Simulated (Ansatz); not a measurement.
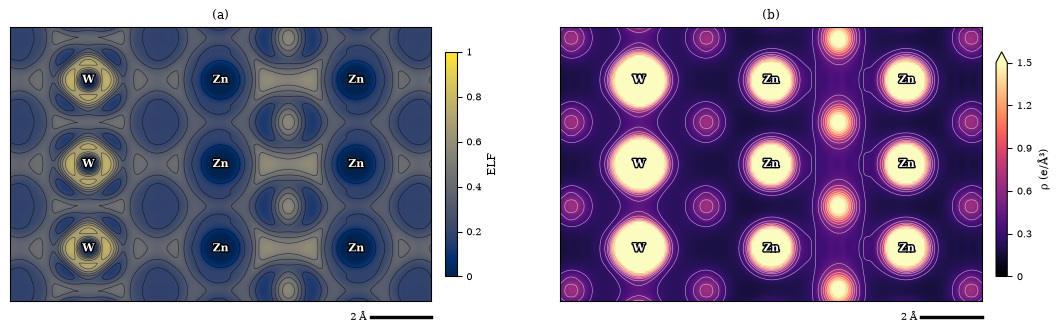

Figure. Zn₂W. (a) electron localisation function; (b) valence pseudo-density on the (11̄0) plane of the conventional cell.

Space group P6₃/mmc; started from the 2H molybdenite_194 prototype, which need not be the ambient phase.

The calculation used Ansatz 0.2.0, DFT r2SCAN, scalar-relativistic, plane waves, PAW.

The density is the valence pseudo-density of a PAW calculation; it isn't the true density close to the nuclei.

The calculation's input:

```
crystal:
  lattice:
    - [2.7934476962, 0.0, 0.0]
    - [-1.3967238481, 2.419196669, 0.0]
    - [0.0, 0.0, 13.1786046838]
  atoms:
    - { symbol: Zn, position: [0.3333333333, 0.6666666667, 0.5807322088] }
    - { symbol: Zn, position: [0.6666666667, 0.3333333333, 0.0807322088] }
    - { symbol: Zn, position: [0.3333333333, 0.6666666667, 0.9192677912] }
    - { symbol: Zn, position: [0.6666666667, 0.3333333333, 0.4192677912] }
    - { symbol: W, position: [0.3333333333, 0.6666666667, 0.25] }
    - { symbol: W, position: [0.6666666667, 0.3333333333, 0.75] }
basis:
  ecutwfc: 500
kpoints:
  mp_grid: { grid: [18, 18, 4] }
hamiltonian:
  xc: r2scan
scf:
  occupations: { method: gaussian, width: 0.1 }
output:
  forces: true
  stress: true
  eigenvalues: true
  write_density: true
  write_potential: true
  elf: true
  volumetric_format: npy
relax:
  adjacent_minimum: "off"
  f_tol: 0.01
  max_steps: 80
  cell: { stress_tol: 0.05 }
```

Run with:

```sh
ansatz run input.yaml --threads 1 --pin off --max-ram 2560MiB --backend cpu --events-out ev --progress --plain --runs-dir out
```

Below, planes, directions and counts refer to the conventional cell (a = 2.79 Å, b = 2.79 Å, c = 13.23 Å, α = 90.00°, β = 90.00°, γ = 120.00°).

The fields are those of the relaxed geometry.

**Describe what can be read from this map.**

The plane passes through Zn and W nuclei. Atoms just off the plane (Zn, 0.8 Å away and W, 0.8 Å away) can leave unmarked features too. W–W (2.79 Å): ρ is about 0.41 e/Å³ halfway; the ELF is about 0.40 at the midpoint. Zn–Zn (2.79 Å): the density is about 0.19 e/Å³ at the midpoint; the ELF is about 0.25 at the midpoint (no localised pair shows between them). Between the atoms the lowest density in this plane is 0.16 e/Å³. The features right at W lie inside the PAW spheres, where the map follows smoothed inner orbitals and isn't to be read closely.
